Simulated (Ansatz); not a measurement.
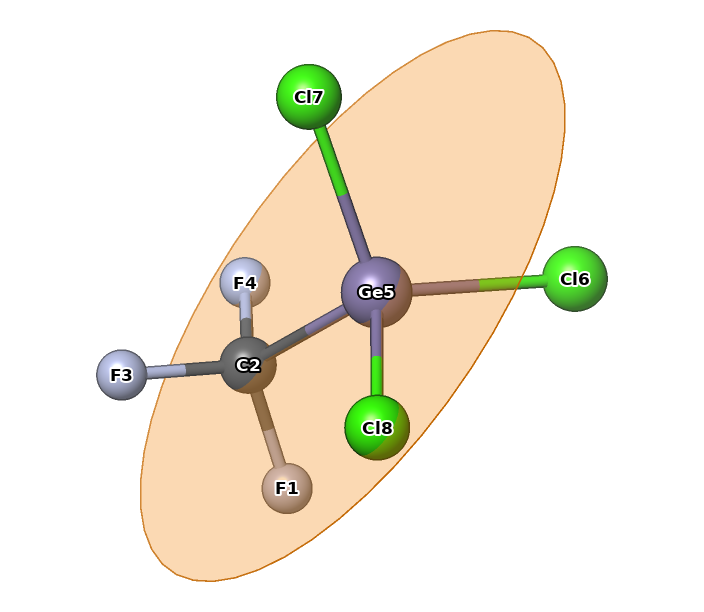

A disc through the centre of mass is drawn in. Depth is shown by fading: the farther an atom, the more it takes the colour of the background. Computed geometry: PBE0-D4/def2-TZVP optimisation.

**Is the plane of the disc a mirror plane of the structure?**

Yes. The reflection leaves C2, F4, Ge5, Cl8 in place and moves F1 ↔ F3; Cl6 ↔ Cl7. The point group is C3v.
